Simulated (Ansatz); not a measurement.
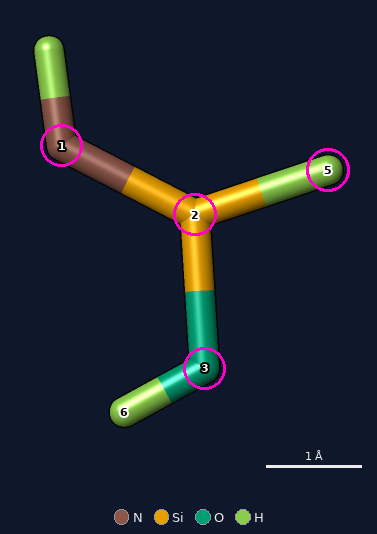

Energy scan for SiNH₃O, in which the Si2–O3 distance and the H5–Si2–N1 angle are varied on a grid, with the rest of the molecule carried along rigidly. The picture shows the minimum geometry. The ringed atoms are those of the scanned coordinate. A stick model, seen onto the plane of the angle.

Level of theory: PBE-D4 (def2-TZVPP, Ansatz), on geometries moved rigidly from the minimum at PBE0-D4/def2-TZVP. Energies are counted from the PBE0-D4/def2-TZVP minimum geometry at the same level.

```xyz
6

N    -1.2147   -0.5253   -0.2538
Si    0.2070    0.1632   -0.2804
O     1.1015    0.2861    1.0660
H    -1.8193   -0.6336   -1.0526
H     1.0243    0.7961   -1.3368
H     0.7012   -0.0866    1.8576
```

Predict the energy profile on a grid with rows 1.394, 1.464, 1.565, 1.684, 1.815, 1.957, 2.107 and columns 116.1, 122.1, 128.1, 134.1, 140.1, 146.1, 152.1 (Si2–O3 distance (Å); H5–Si2–N1 angle (°)).

Rows: Si2–O3 distance (Å); columns: H5–Si2–N1 angle (°); values in kJ/mol.

```tsv
	116.1	122.1	128.1	134.1	140.1	146.1	152.1
1.394	169.1	157.5	151.4	151.1	157.1	170.0	190.2
1.464	87.2	74.8	67.9	66.6	71.3	82.5	100.8
1.565	33.4	20.1	12.1	9.4	12.4	21.5	37.2
1.684	29.7	15.6	6.4	2.3	3.6	10.4	23.3
1.815	65.1	50.3	40.1	34.8	34.4	39.1	49.4
1.957	123.9	108.7	97.8	91.4	89.6	92.5	100.3
2.107	192.4	177.1	165.8	158.7	155.8	157.2	163.0
```

In pairs of (Si2–O3 distance (Å); H5–Si2–N1 angle (°)): the lowest computed point lies at (1.684, 134.1) (2.3 kJ/mol), the highest at (2.107, 116.1) (192.4 kJ/mol).  Over the ranges scanned the energy rises more along the first axis, the Si2–O3 distance.

As a map, interpolated between the computed points (dots):

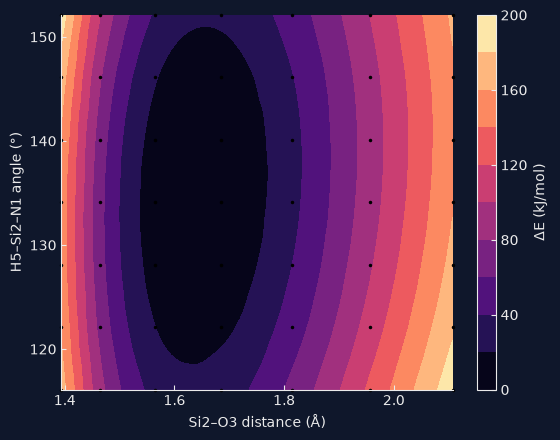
